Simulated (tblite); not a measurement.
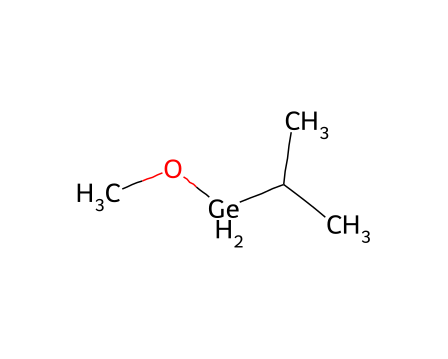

(Drawn from a calculation with tblite.)

Skeletal drawing of a molecule.

> Transcribe the drawing into SMILES.

C[O][GeH2][CH](C)C

> What is the molecular formula?

C4H12GeO.
